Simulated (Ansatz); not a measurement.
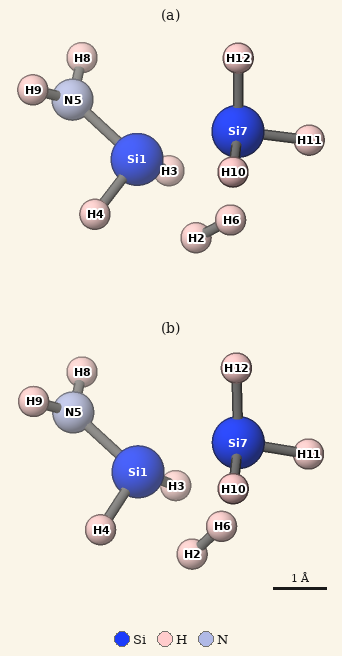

The structure of Si2NH9 before (top) and after (bottom) a constrained relaxation, at one scale.

Style: ball-and-stick. Shown at a tilt.

The reaction that was planned forms Si1–Si7, H2–H6 and breaks Si1–H2, H6–Si7 (atoms numbered from 1 in input order).

Level of theory: RKS PBE0-D4/def2-SVP in Ansatz. Set-up: held fixed: the distance between atoms 1 (Si) and 7 (Si), the distance between atoms 2 (H) and 6 (H), the distance between atoms 1 (Si) and 2 (H), the distance between atoms 6 (H) and 7 (Si), counting from 1; force threshold 0.04 eV/Å; at most 150 steps.

Q: Summarise the run.

A: After 4 geometry steps the energy has fallen by 0.243 eV. The largest force component goes from 0.68 to 0.035 eV/Å. The atom that moves furthest after the best rigid fit is H6 (0.24 Å). By element the largest moves are H 0.24 Å, Si 0.05 Å, N 0.02 Å. Some distances before and after: Si1–H6 2.287 → 2.035 Å, Si1–H3 1.461 → 1.491 Å, Si7–H10 1.472 → 1.501 Å, Si7–H11 1.475 → 1.501 Å. Among the angles between lasting bonds that change: H4–Si1–N5 100.1° → 104.7°, H11–Si7–H12 102.7° → 107.1°, H3–Si1–N5 101.1° → 105.0°. Cost: 6 s on 4 threads of Arm Neoverse V2, with other jobs on the host.
